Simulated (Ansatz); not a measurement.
Geometry relaxation of GaH4OF

- system: GaH4OF
- method: RKS PBE0-D4/def2-SVP (Ansatz 0.2.0)

The input holds or restrains some coordinates. It belongs to a series of runs on one base structure; here: pulled along the bonds that form and break, towards end A. Figures and captions count atoms from 1; the log counts them from 0 in places.

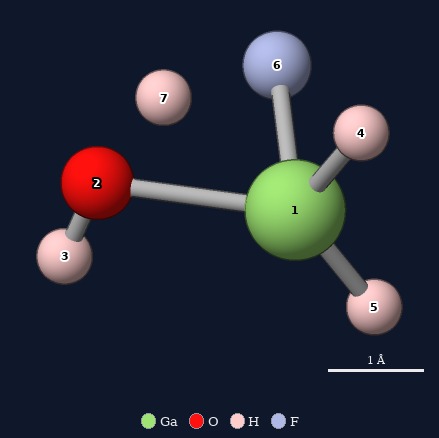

Figure 1. The input geometry (ball-and-stick view, seen at a tilt; atoms are numbered from 1 in the order of the input). Sticks mark near contacts. Bond lengths as drawn: F–Ga 2.00 Å, Ga–H 1.57 Å, Ga–O 2.14 Å and H–O 1.01 Å.

The input
```yaml
crystal:
  periodic: [false, false, false]
  atoms:
    - { symbol: Ga, position_ang: [0.0, 0.0, 0.0] }
    - { symbol: O, position_ang: [0.0, 0.0, 2.14] }
    - { symbol: H, position_ang: [-0.9095, -0.2814, 2.4771] }
    - { symbol: H, position_ang: [1.3596, 0.0, -0.785] }
    - { symbol: H, position_ang: [-1.3596, 0.0, -0.785] }
    - { symbol: F, position_ang: [0.0896, 1.8959, 0.6306] }
    - { symbol: H, position_ang: [0.0595, 1.2585, 1.7126] }
basis:
  gaussian: { orbitals: def2-SVP }
hamiltonian:
  xc: pbe0
  dispersion: d4
relax:
  f_tol: 0.15
  max_steps: 25
  restrain:
    - { distance: [0, 5], at: 2.9, k: 30.0 }
    - { distance: [6, 1], at: 2.21, k: 30.0 }
    - { distance: [0, 1], at: 1.79, k: 30.0 }
    - { distance: [6, 5], at: 0.92, k: 30.0 }
output:
  orbitals: {}
```

Launch command:
```bash
ansatz run input.yaml --threads 1 --pin off --max-ram 2048MiB --backend cpu --events-out ev --progress --plain --runs-dir out
```

What the program printed
```
The last accepted step is kept in [file] (removed where the run ends without a failure and the disk answers)
Engine: ansatz 0.2.0, aarch64-unknown-linux-gnu
Functional definition: PBE0
  parameter a = 0.25
  parameter kappa = 0.804
  parameter beta = 0.06672455060314922
  exchange = (1 - a)*pbe_x(kappa = kappa, mu = beta*pi^2/3) + a*exact_x
  correlation = pbe_c(beta = beta)
838 factors; integrals over basis functions are off by at most 3.0e-4 eV
mean field evaluation 1: about -57180.7043 eV, gradient 5.1e1 eV
mean field evaluation 2: about -57171.6843 eV, gradient 8.6e1 eV
mean field evaluation 4: about -57185.0495 eV, gradient 4.9e0 eV
mean field evaluation 8: about -57185.0933 eV, gradient 5.2e-2 eV
mean field -57185.09332345 eV, -2101.5134181884 hartree, gradient 5.0e-5 eV, S^2 0.000000; 0 other end points of the search recorded, 0 dependent functions left out
the calculation of the forces begins
reference -57185.09335092 eV, -2101.5134191977 hartree; 26, 26 occupied and 54, 54 virtual orbitals, 838 factors
relax step   1: F+E_penalty+E_count = -57185.16917188 eV  Δ(F+E_penalty+E_count) = +0.000e0 eV  max|allowed force component| = 1.723e0 eV/Å  E_restraint = 27.28637424 eV  max|allowed force component, restraints' pulls added| = 2.890e1 eV/Å  Δτ_max = 0.0000 Å  (24 SCF iters, accepted)
  distance Ga 0 - F 5 = 2.0000 Å
  distance H 6 - O 1 = 1.3304 Å
  distance Ga 0 - O 1 = 2.1400 Å
  distance H 6 - F 5 = 1.2561 Å
these checks for a lower state are left out or cut short: starts, cluster_reference, orbital_swaps, neighbouring_geometries, increment
838 factors; integrals over basis functions are off by at most 6.5e-4 eV
mean field evaluation 16: about -57184.9583 eV, gradient 1.1e0 eV
mean field -57184.97293066 eV, -2101.5089938348 hartree, gradient 7.2e-6 eV, S^2 0.000000; 0 other end points of the search recorded, 0 dependent functions left out
the calculation of the forces begins
reference -57184.97295808 eV, -2101.5089948425 hartree; 26, 26 occupied and 54, 54 virtual orbitals, 838 factors
relax step   2: F+E_penalty+E_count = -57185.04882167 eV  Δ(F+E_penalty+E_count) = +1.204e-1 eV  max|allowed force component| = 2.534e0 eV/Å  E_restraint = 11.00564480 eV  max|allowed force component, restraints' pulls added| = 2.024e1 eV/Å  Δτ_max = 0.1938 Å  (33 SCF iters, accepted)
  distance Ga 0 - F 5 = 2.3237 Å
  distance H 6 - O 1 = 1.6446 Å
  distance Ga 0 - O 1 = 2.0197 Å
  distance H 6 - F 5 = 1.0908 Å
these checks for a lower state are left out or cut short: starts, cluster_reference, orbital_swaps, neighbouring_geometries, increment
838 factors; integrals over basis functions are off by at most 8.8e-4 eV
mean field -57185.02889141 eV, -2101.5110503545 hartree, gradient 8.6e-5 eV, S^2 0.000000; 0 other end points of the search recorded, 0 dependent functions left out
the calculation of the forces begins
reference -57185.02891868 eV, -2101.5110513566 hartree; 26, 26 occupied and 54, 54 virtual orbitals, 838 factors
relax step   3: F+E_penalty+E_count = -57185.10390802 eV  Δ(F+E_penalty+E_count) = -5.509e-2 eV  max|allowed force component| = 1.566e0 eV/Å  E_restraint = 2.69653276 eV  max|allowed force component, restraints' pulls added| = 8.659e0 eV/Å  Δτ_max = 0.1947 Å  (31 SCF iters, accepted)
  distance Ga 0 - F 5 = 2.5863 Å
  distance H 6 - O 1 = 1.9557 Å
  distance Ga 0 - O 1 = 1.9185 Å
  distance H 6 - F 5 = 0.9343 Å
these checks for a lower state are left out or cut short: starts, cluster_reference, orbital_swaps, neighbouring_geometries, increment
838 factors; integrals over basis functions are off by at most 8.9e-4 eV
mean field evaluation 32: about -57185.0999 eV, gradient 8.0e-4 eV
mean field -57185.09994079 eV, -2101.5136613709 hartree, gradient 2.7e-5 eV, S^2 0.000000; 0 other end points of the search recorded, 0 dependent functions left out
the calculation of the forces begins
reference -57185.09996786 eV, -2101.5136623660 hartree; 26, 26 occupied and 54, 54 virtual orbitals, 838 factors
relax step   4: F+E_penalty+E_count = -57185.17405293 eV  Δ(F+E_penalty+E_count) = -7.014e-2 eV  max|allowed force component| = 1.291e0 eV/Å  E_restraint = 0.04956468 eV  max|allowed force component, restraints' pulls added| = 2.414e0 eV/Å  Δτ_max = 0.1937 Å  (28 SCF iters, accepted)
  distance Ga 0 - F 5 = 2.8457 Å
  distance H 6 - O 1 = 2.2076 Å
  distance Ga 0 - O 1 = 1.8041 Å
  distance H 6 - F 5 = 0.9075 Å
these checks for a lower state are left out or cut short: starts, cluster_reference, orbital_swaps, neighbouring_geometries, increment
838 factors; integrals over basis functions are off by at most 7.6e-4 eV
mean field -57185.30756435 eV, -2101.5212913962 hartree, gradient 8.5e-5 eV, S^2 0.000000; 0 other end points of the search recorded, 0 dependent functions left out
the calculation of the forces begins
reference -57185.30759179 eV, -2101.5212924046 hartree; 26, 26 occupied and 54, 54 virtual orbitals, 838 factors
relax step   5: F+E_penalty+E_count = -57185.38098588 eV  Δ(F+E_penalty+E_count) = -2.069e-1 eV  max|allowed force component| = 4.335e-1 eV/Å  E_restraint = 0.00853811 eV  max|allowed force component, restraints' pulls added| = 3.843e-1 eV/Å  Δτ_max = 0.2000 Å  (30 SCF iters, accepted)
  distance Ga 0 - F 5 = 2.8830 Å
  distance H 6 - O 1 = 2.2022 Å
  distance Ga 0 - O 1 = 1.7987 Å
  distance H 6 - F 5 = 0.9320 Å
these checks for a lower state are left out or cut short: starts, cluster_reference, orbital_swaps, neighbouring_geometries, increment
838 factors; integrals over basis functions are off by at most 8.8e-4 eV
mean field -57185.27228048 eV, -2101.5199947381 hartree, gradient 2.0e-5 eV, S^2 0.000000; 0 other end points of the search recorded, 0 dependent functions left out
the calculation of the forces begins
reference -57185.27230799 eV, -2101.5199957488 hartree; 26, 26 occupied and 54, 54 virtual orbitals, 838 factors
relax step   6: F+E_penalty+E_count = -57185.34583410 eV  Δ(F+E_penalty+E_count) = +3.515e-2 eV  max|allowed force component| = 1.372e0 eV/Å  E_restraint = 0.02981899 eV  max|allowed force component, restraints' pulls added| = 2.424e0 eV/Å  Δτ_max = 0.1859 Å  (28 SCF iters, rejected (line search))
  distance Ga 0 - F 5 = 2.8899 Å
  distance H 6 - O 1 = 2.2161 Å
  distance Ga 0 - O 1 = 1.7980 Å
  distance H 6 - F 5 = 0.9622 Å
these checks for a lower state are left out or cut short: starts, cluster_reference, orbital_swaps, neighbouring_geometries, increment
838 factors; integrals over basis functions are off by at most 8.3e-4 eV
mean field -57185.34157124 eV, -2101.5225411263 hartree, gradient 1.2e-5 eV, S^2 0.000000; 0 other end points of the search recorded, 0 dependent functions left out
the calculation of the forces begins
reference -57185.34159872 eV, -2101.5225421362 hartree; 26, 26 occupied and 54, 54 virtual orbitals, 838 factors
relax step   7: F+E_penalty+E_count = -57185.41513335 eV  Δ(F+E_penalty+E_count) = -3.415e-2 eV  max|allowed force component| = 3.738e-1 eV/Å  E_restraint = 0.00403079 eV  max|allowed force component, restraints' pulls added| = 1.639e-1 eV/Å  Δτ_max = 0.0929 Å  (28 SCF iters, accepted)
  distance Ga 0 - F 5 = 2.8939 Å
  distance H 6 - O 1 = 2.1998 Å
  distance Ga 0 - O 1 = 1.7975 Å
  distance H 6 - F 5 = 0.9284 Å
these checks for a lower state are left out or cut short: starts, cluster_reference, orbital_swaps, neighbouring_geometries, increment
838 factors; integrals over basis functions are off by at most 8.6e-4 eV
mean field -57185.34509972 eV, -2101.5226707958 hartree, gradient 8.0e-5 eV, S^2 0.000000; 0 other end points of the search recorded, 0 dependent functions left out
the calculation of the forces begins
reference -57185.34512720 eV, -2101.5226718053 hartree; 26, 26 occupied and 54, 54 virtual orbitals, 838 factors
relax step   8: F+E_penalty+E_count = -57185.41864047 eV  Δ(F+E_penalty+E_count) = -3.507e-3 eV  max|allowed force component| = 4.231e-1 eV/Å  E_restraint = 0.00426808 eV  max|allowed force component, restraints' pulls added| = 4.522e-2 eV/Å  Δτ_max = 0.0485 Å  (25 SCF iters, accepted)
  distance Ga 0 - F 5 = 2.8925 Å
  distance H 6 - O 1 = 2.1998 Å
  distance Ga 0 - O 1 = 1.7987 Å
  distance H 6 - F 5 = 0.9270 Å
838 factors; integrals over basis functions are off by at most 8.6e-4 eV
mean field evaluation 64: about -57162.0675 eV, gradient 1.1e2 eV
```

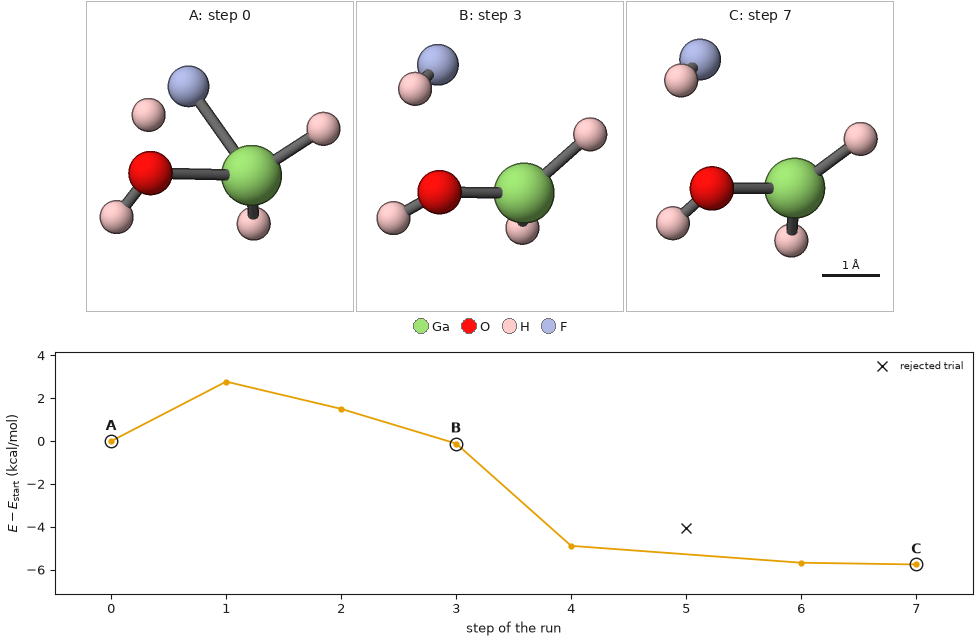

Figure 2. Frames of the restrained relaxation (ball-and-stick view, seen at a tilt) above the curves, on which the letters mark them (the first geometry is step 0 here and step 1 in the log).

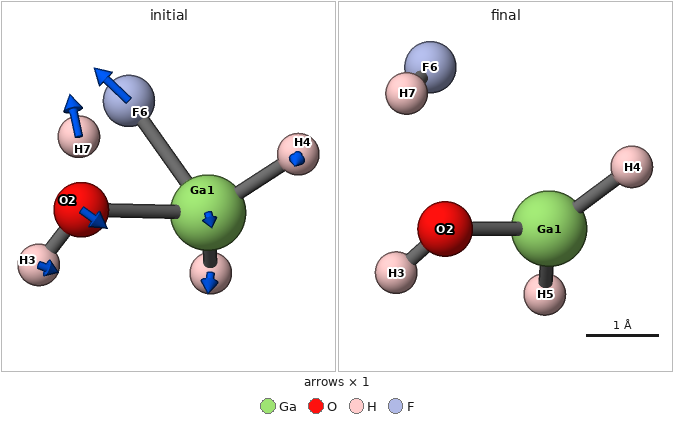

Figure 3. Before (left) and after (right) the restrained relaxation, at one scale (ball-and-stick view, seen at a tilt). The blue arrows give the displacements, at true length. The largest move after the best rigid fit is that of F6, 0.69 Å. Largest moves by element: F 0.69 Å, H 0.65 Å, O 0.47 Å, Ga 0.24 Å. Distances before and after: Ga1–F6 2.000 → 2.893 Å, Ga1–O2 2.140 → 1.799 Å, F6–H7 1.256 → 0.927 Å, O2–H3 1.010 → 0.962 Å. New bonds form: F6–H7 (1.26 → 0.93 Å). Bonds break: Ga1–F6 (2.00 → 2.89 Å). Among the angles that change: H4–Ga1–H5 120.0° → 130.7°, O2–Ga1–H4 120.0° → 112.9°, Ga1–O2–H3 109.5° → 114.0°. The energy falls by 5.75 kcal/mol in 7 geometry steps. The largest force component goes from 1.7 to 0.42 eV/Å. The line search rejected the trial step at point 5 (counted from 0) and went back. (Atoms are counted from 1 in the order of the input.)

```
mean field -57185.34509972 eV, -2101.5226707958 hartree, gradient 8.0e-5 eV, S^2 0.000000; 1 other end points of the search recorded, 0 dependent functions left out
the calculation of the forces begins
reference -57185.34512720 eV, -2101.5226718053 hartree; 26, 26 occupied and 54, 54 virtual orbitals, 838 factors
Total energy: -57185.41866794 eV, -2101.5253743777 hartree
Atom 0 at    -0.059667    -0.244759    -0.001002 Å, force    -0.025999     0.213676    -0.195284 eV/Å
Atom 1 at    -0.029468    -0.287775     1.796937 Å, force     0.084094     0.318650     0.230167 eV/Å
Atom 2 at    -0.895857    -0.401103     2.199534 Å, force    -0.045215    -0.024993     0.033236 eV/Å
Atom 3 at     1.361687    -0.232386    -0.630427 Å, force     0.016576     0.003378    -0.003416 eV/Å
Atom 4 at    -1.471806    -0.322700    -0.671069 Å, force     0.010901    -0.002343     0.000899 eV/Å
Atom 5 at     0.097444     2.467823     0.990937 Å, force    -0.029426    -0.085316    -0.232881 eV/Å
Atom 6 at     0.237269     1.893900     1.705391 Å, force    -0.010931    -0.423053     0.167280 eV/Å
Dipole moment:    -0.234219    -0.220641     0.124939 e Å
```

Trajectory as extended XYZ (Å, eV, eV/Å), 8 frames, from step=1 to step=8
```
7
Properties=species:S:1:pos:R:3:forces:R:3 step=1 energy=-57185.16917
Ga    0.0000    0.0000    0.0000    0.2119   1.4030   0.3575
O     0.0000    0.0000    2.1400   -1.4378   1.0384  -1.7030
H    -0.9095   -0.2814    2.4771    1.7226   0.8224  -0.6198
H     1.3596    0.0000   -0.7850    0.1319  -0.5814   0.4590
H    -1.3596    0.0000   -0.7850   -0.2138  -0.4768   0.4949
F     0.0896    1.8959    0.6306   -0.0715  -1.0295   1.5364
H     0.0595    1.2585    1.7126   -0.3434  -1.1761  -0.5249
7
Properties=species:S:1:pos:R:3:forces:R:3 step=2 energy=-57185.04882
Ga   -0.0048   -0.1567    0.0404    0.0222   1.5113   0.8609
O    -0.0112   -0.1524    2.0600   -1.0267   0.7332  -1.6056
H    -0.9055   -0.2821    2.4751    1.1845   0.0813  -0.7562
H     1.3577   -0.0144   -0.7732   -0.1305  -0.5365   0.6294
H    -1.3608   -0.0122   -0.7734    0.0013  -0.4631   0.5048
F     0.0969    2.0586    0.7344   -0.1466  -2.2772   2.5339
H     0.0673    1.4322    1.6269    0.0958   0.9510  -2.1673
7
Properties=species:S:1:pos:R:3:forces:R:3 step=3 energy=-57185.10391
Ga   -0.0141   -0.2991    0.0744   -0.0274   1.5665   0.4676
O    -0.0253   -0.2889    1.9928   -0.7393   0.3809  -1.1038
H    -0.8961   -0.2885    2.4619    0.9502  -0.1972  -0.8658
H     1.3513   -0.0230   -0.7603   -0.3743  -0.6625   0.7790
H    -1.3584   -0.0198   -0.7650    0.1550  -0.5678   0.5363
F     0.1010    2.1751    0.8186   -0.0611  -0.0878  -0.2208
H     0.0812    1.6171    1.5678    0.0970  -0.4320   0.4074
7
Properties=species:S:1:pos:R:3:forces:R:3 step=4 energy=-57185.17405
Ga   -0.0388   -0.3661    0.0708    0.0481   1.2910  -0.5301
O    -0.0337   -0.3874    1.8747   -0.2408   0.3205   0.3140
H    -0.8667   -0.3296    2.3762    0.3923  -0.2373  -0.5337
H     1.3322   -0.1058   -0.6893   -0.1172  -0.5276   0.4440
H    -1.3717   -0.0930   -0.7283   -0.1155  -0.4347   0.2364
F     0.1024    2.3568    0.8856   -0.0842   0.6260  -1.0789
H     0.1158    1.7981    1.6006    0.1175  -1.0379   1.1484
7
Properties=species:S:1:pos:R:3:forces:R:3 step=5 energy=-57185.38099
Ga   -0.0562   -0.2299    0.0397   -0.0476   0.1094  -0.4335
O    -0.0208   -0.3236    1.8356   -0.1602   0.3351   0.2407
H    -0.8809   -0.4202    2.2713    0.2558   0.0542  -0.1847
H     1.3494   -0.2709   -0.6356    0.0486   0.0387   0.1449
H    -1.4223   -0.2202   -0.7239   -0.0770  -0.0211   0.1447
F    -0.0008    2.4904    0.9928    0.0998  -0.3886  -0.0768
H     0.2712    1.8475    1.6104   -0.1195  -0.1279   0.1648
7
Properties=species:S:1:pos:R:3:forces:R:3 step=6 energy=-57185.34583 accepted=F
Ga   -0.0576   -0.2930    0.0226    0.0698   0.5958  -0.3633
O    -0.0080   -0.3162    1.8198   -0.1828   0.2887   0.3624
H    -0.8536   -0.3821    2.2849    0.1677  -0.0772  -0.2107
H     1.3378   -0.2512   -0.6724    0.0568  -0.1433   0.1472
H    -1.4236   -0.2199   -0.7358   -0.1241  -0.1444   0.1481
F     0.1077    2.4422    0.9407   -0.0099  -1.1207   1.2879
H     0.1369    1.8933    1.7305    0.0225   0.6012  -1.3716
7
Properties=species:S:1:pos:R:3:forces:R:3 step=7 energy=-57185.41513
Ga   -0.0606   -0.2491   -0.0016   -0.0250   0.2465  -0.1991
O    -0.0215   -0.2960    1.7948   -0.1102   0.2824   0.3738
H    -0.8794   -0.3976    2.2287    0.1639   0.0074  -0.1281
H     1.3649   -0.2572   -0.6220    0.0252  -0.0010  -0.0050
H    -1.4628   -0.2792   -0.6907   -0.0227  -0.0285   0.0118
F     0.0562    2.4667    0.9908    0.0039  -0.1432  -0.1728
H     0.2428    1.8854    1.6903   -0.0352  -0.3636   0.1194
7
Properties=species:S:1:pos:R:3:forces:R:3 step=8 energy=-57185.41864
Ga   -0.0597   -0.2448   -0.0010   -0.0260   0.2137  -0.1953
O    -0.0295   -0.2878    1.7969    0.0841   0.3186   0.2302
H    -0.8959   -0.4011    2.1995   -0.0452  -0.0250   0.0332
H     1.3617   -0.2324   -0.6304    0.0166   0.0034  -0.0034
H    -1.4718   -0.3227   -0.6711    0.0109  -0.0023   0.0009
F     0.0974    2.4678    0.9909   -0.0294  -0.0853  -0.2329
H     0.2373    1.8939    1.7054   -0.0109  -0.4231   0.1673
```

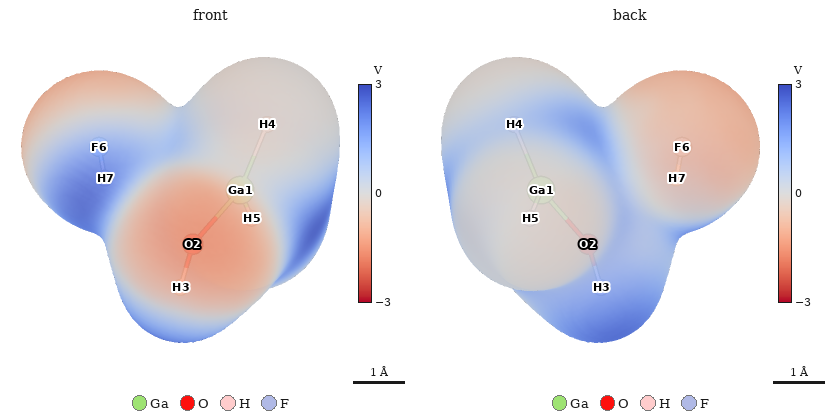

Figure 4. The electrostatic potential painted on the density surface at 0.002 e/bohr³, seen at a tilt and from behind; the colour scale runs from red (negative) to blue (positive).

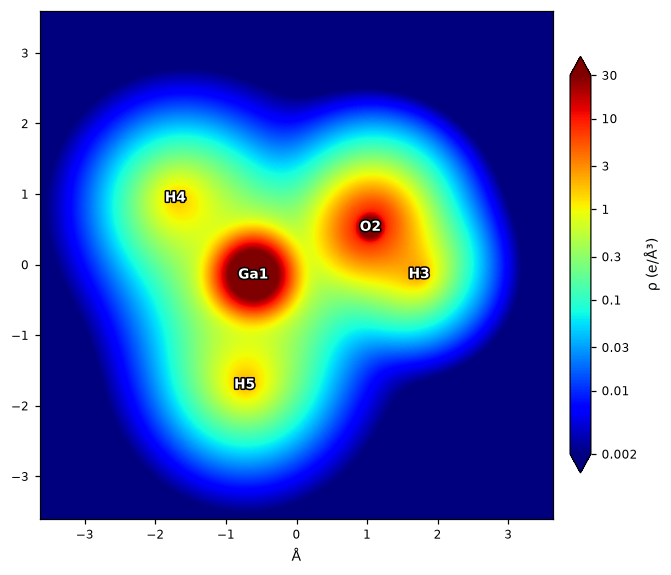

Figure 5. Total electron density on the plane of atoms Ga1, O2 and H3. Ga–O (1.80 Å): ρ at the midpoint is about 0.85 e/Å³. O–H (0.96 Å): ρ is about 3.7 e/Å³ halfway, with its minimum of 2.4 e/Å³ about 0.8 Å from O.

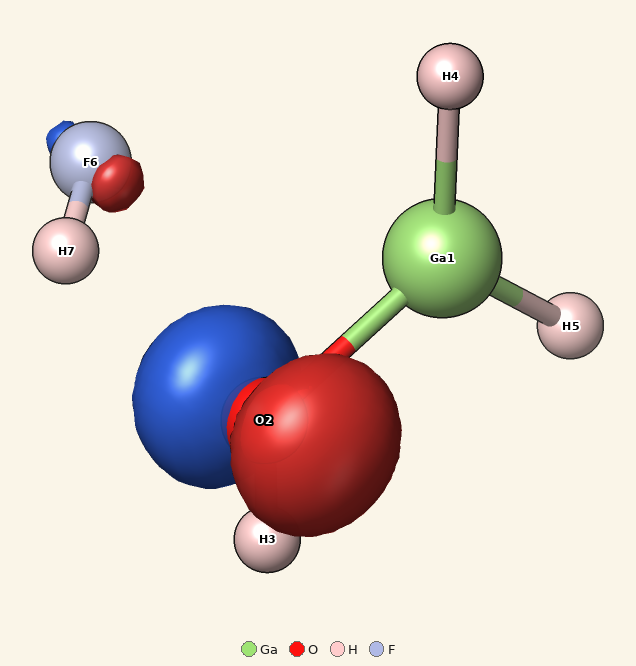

Figure 6. The HOMO−1 at ±0.3 Å⁻³ᐟ² (red and blue are the two phases), seen at a tilt. Its energy is −9.09 eV.

Summary

| quantity | value |
| --- | --- |
| outcome | converged under the restraints of the input |
| total energy | −57185.4187 eV |
| mean-field energy | −57185.3451 eV |
| largest force (length of the vector) at the end, held atoms and coordinates included | 0.455 eV/Å |
| hardware | 1 thread of Arm Neoverse N1, 24 GiB of memory available, shared host |
| wall time | 43 s |
| peak memory | 0.16 GiB |
